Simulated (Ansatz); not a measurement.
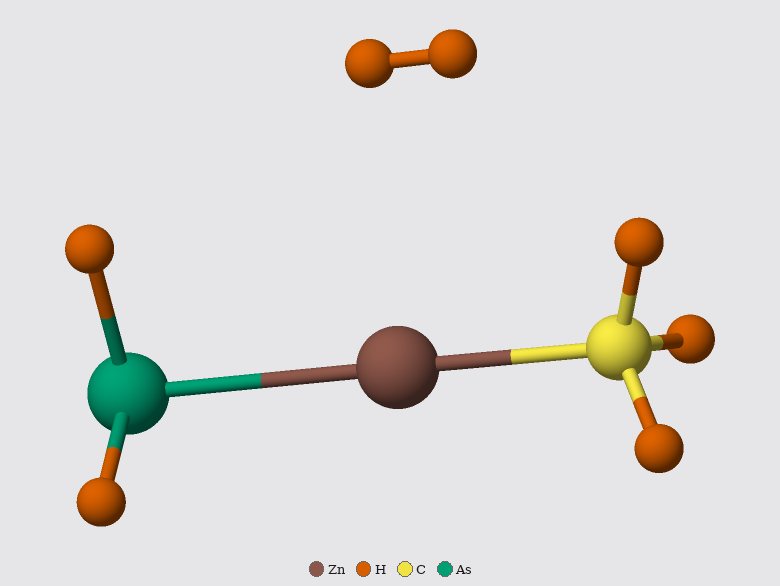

Sticks follow a distance rule. Harmonic vibrations computed with RKS PBE0-D4/def2-TZVP (Ansatz 0.2.0) at a stationary point of the same level.

> How many imaginary frequencies does it have?

A minimum: no imaginary frequency, and the lowest mode lies at 33 cm⁻¹.

> List the wavenumbers.

24 modes: 33, 47, 54, 100, 102, 116, 133, 209, 241, 477, 530, 558, 669, 671, 978, 1190, 1445, 1446, 2185, 2196, 3045, 3132, 3134, 4393 cm⁻¹.
